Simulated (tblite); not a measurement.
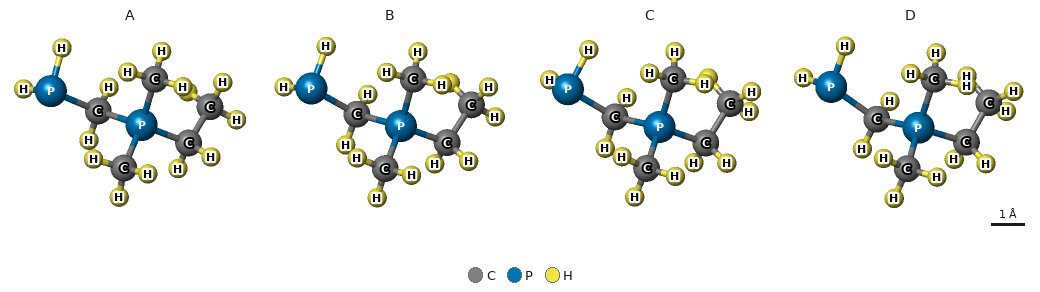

4 geometries from one relaxation of C$_{5}$H$_{15}$P$_{2}$ (charge +1), in shuffled order. Style: ball-and-stick. Shown from a free direction.

Level of theory: tblite, GFN2-xTB geometry optimisation, gas phase. 

### Order the frames from highest to lowest energy.

D, C, B, A. They are steps 0, 17, 38, 105, at +101.7 kJ/mol, +10.6 kJ/mol, +2.24 kJ/mol relative to the last. The largest move after the best rigid fit is that of an H atom, 0.86 Å. Largest moves by element: H 0.86 Å, P 0.43 Å, C 0.31 Å. Among the contacts that change: H–P 1.465 → 1.390 Å, H–P 1.436 → 1.394 Å, C–C 1.488 → 1.526 Å, C–P 1.863 → 1.900 Å. Among the angles between lasting bonds that change: C–P–H 111.6° → 94.8°, H–P–H 106.3° → 92.8°, C–P–H 106.0° → 93.8°. Groups turn about C–C by about 20°, C–P by about 20°. Over 105 geometry steps the energy falls by 101.7 kJ/mol. Cost: 0.7 s on 1 thread of Arm Neoverse V2, on a shared host.
